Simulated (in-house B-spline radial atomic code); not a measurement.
**Tl⁶⁴⁺: excited configurations**

Wanted: excitation energies of Tl⁶⁴⁺ as differences of total energies (ΔSCF).

Method: Dirac-Hartree-Fock, average of configuration, Fermi nucleus, basis-set limit. Code: in-house B-spline radial atomic code version 1.

**1. The atom as given**

- element: thallium (Z = 81)
- charge: +64
- electrons: 17
- configuration: [Ne] 3s2 3p5
- Hamiltonian: Dirac-Coulomb
- nucleus: Fermi, rms radius 5.476 fm

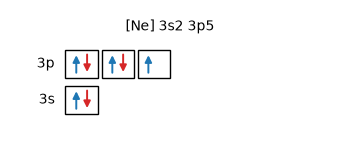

Outer shells as boxes.

The boxes draw the filling by Hund's rule, which heavy ions in jj coupling don't follow; these runs average over all states of the configuration.

Settings of the run:

```ini
Z = 81
electrons = 17.0
configuration = [Ne] 3s2 3p5
hamiltonian = dirac
method = hf
spin_polarised = False
nucleus = fermi
rms_radius = 5.4759
mass_number = 205
atomic_mass = 204.974427318
speed_of_light = 137.035999084
```

This reference run was done before. Its total energy is -15633.032842 hartree, and its levels are (the highest eight at most):

```
orbital  occupation  energy (eV)  <r> (bohr)
  1s1/2           2     -91299.2     0.01632
  2s1/2           2     -20488.5     0.06734
  2p1/2           2     -19884.6     0.05538
  2p3/2           4     -17775.7     0.06385
  3s1/2           2     -8082.56      0.1654
  3p1/2     1.66667     -7847.30      0.1553
  3p3/2     3.33333     -7295.66      0.1681
```

**2. Run with [Ne] 3s2 3p4 6s1**

Settings of the run:

```ini
Z = 81
electrons = 17.0
configuration = [Ne] 3s2 3p4 6s1
hamiltonian = dirac
method = hf
spin_polarised = False
nucleus = fermi
rms_radius = 5.4759
mass_number = 205
atomic_mass = 204.974427318
speed_of_light = 137.035999084
```

**3. Run with [Ne] 3s2 3p4 6d1**

The settings differ from step 2 so:

```diff
@@ -2,3 +2,3 @@
 electrons = 17.0
-configuration = [Ne] 3s2 3p4 6s1
+configuration = [Ne] 3s2 3p4 6d1
 hamiltonian = dirac
```

**4. Configuration [Ne] 3s1 3p5 5d1**

The settings differ from step 3 so:

```diff
@@ -2,3 +2,3 @@
 electrons = 17.0
-configuration = [Ne] 3s2 3p4 6d1
+configuration = [Ne] 3s1 3p5 5d1
 hamiltonian = dirac
```

**5. Run with [Ne] 3s2 3p4 4s1**

The settings differ from step 4 so:

```diff
@@ -2,3 +2,3 @@
 electrons = 17.0
-configuration = [Ne] 3s1 3p5 5d1
+configuration = [Ne] 3s2 3p4 4s1
 hamiltonian = dirac
```

**6. [He] 2s2 2p5 3s2 3p5 7d1**

The settings differ from step 5 so:

```diff
@@ -2,3 +2,3 @@
 electrons = 17.0
-configuration = [Ne] 3s2 3p4 4s1
+configuration = [He] 2s2 2p5 3s2 3p5 7d1
 hamiltonian = dirac
```

**Question.** How far above the reference does each configuration lie (order and size, in eV)?

As calculated:

| net move | configuration | energy above the reference (eV) | with Breit, QED, recoil (eV) | largest <r> (bohr) |
| --- | --- | --- | --- | --- |
| 3p → 4s | [Ne] 3s2 3p4 4s1 | 3219.40 | 3214.51 | 0.312 |
| 3s → 5d | [Ne] 3s1 3p5 5d1 | 5675.26 | 5660.41 | 0.507 |
| 3p → 6s | [Ne] 3s2 3p4 6s1 | 5691.67 | 5682.42 | 0.742 |
| 3p → 6d | [Ne] 3s2 3p4 6d1 | 5819.13 | 5808.74 | 0.755 |
| 2p → 7d | [He] 2s2 2p5 3s2 3p5 7d1 | 17239.3 | 17193.9 | 1.05 |

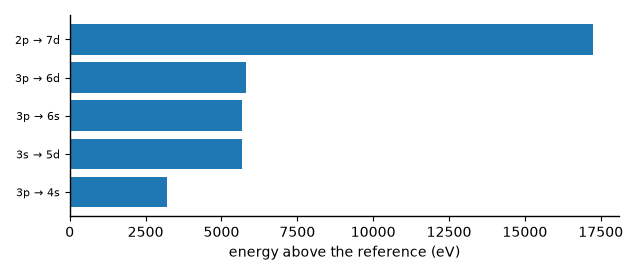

The configurations in order of energy, labelled by the net move of electrons.

Quantum defects of the promoted electron, δ = n − ζ/√(−2ε) with ζ = 65 and ε its orbital energy in hartree:

| promotion | δ |
| --- | --- |
| 3p → 4s | 0.326 |
| 3s → 5d | 0.112 |
| 3p → 6s | 0.328 |
| 3p → 6d | 0.114 |
| 2p → 7d | 0.123 |

**Reading.** The energies run from 3219.40 eV (3p → 4s) to 17239.3 eV (2p → 7d). Koopmans' estimate of the ionisation threshold is 7295.66 eV; 1 configuration exceeds it by over 2 % and could autoionise. Of those tabulated, the defect is largest for 6s (0.33) and least for 5d (0.11); at this charge much of the defect is relativistic. Two partly filled shells share a symmetry and can mix in the average, which may lower the energy, for: 2p → 7d. These are averages over configurations, without correlation, not spectroscopic levels.
